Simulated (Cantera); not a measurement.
Input: 1 mol BN, 7.6 mol F2, 54 mol H2, a varied amount of O2, held at 2025 K and 13.3 mbar.

Cantera equilibrium calculation (NASA polynomials, part measured and part estimated; ideal gas, pure solids and liquids). Candidate condensed phases: B, BN, B2O3, B3O3H3, H2O; 62 gas species. The tables' values for BF2 are old estimates; treat these amounts as uncertain. The numbers say what is thermodynamically allowed, not how fast it happens.

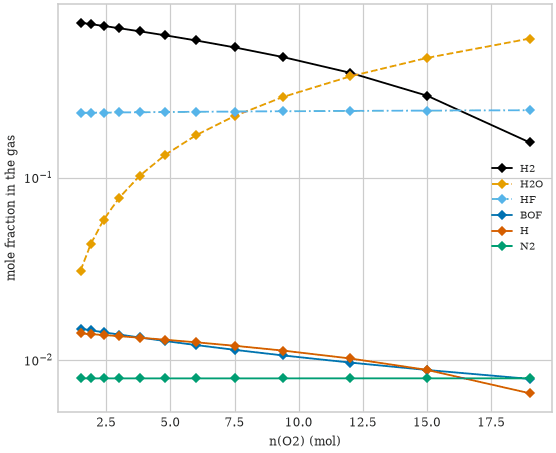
Fig. 1. Equilibrium gas composition (values under 1e-9 drawn at 1e-9)

From 1.5 mol O2 to 19 mol O2 nothing is condensed. The main B-bearing gas is BOF at 1.5 mol O2 and HBO2 at 19 mol O2.
